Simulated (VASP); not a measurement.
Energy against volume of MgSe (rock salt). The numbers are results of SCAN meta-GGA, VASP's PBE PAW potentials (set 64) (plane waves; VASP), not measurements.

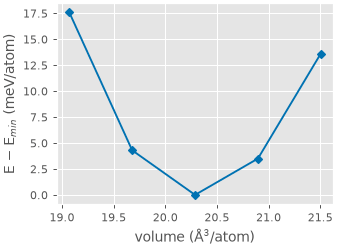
Energy against volume

Problem. Estimate the equilibrium volume and the bulk modulus.

Solution. The minimum lies near 20.3 Å³/atom, and the curvature gives B0 of about 68 GPa.

Measured: a 5.460 Å (computed value off by -0.1 %), as given by M J Lucero et al., Journal of Physics Condensed Matter (2012), arXiv:1111.4515. The calculation is for a static lattice, while the measured a holds thermal and zero-point effects, which are part of the difference.

The compound is MgSe in the rock salt structure. It was relaxed first.
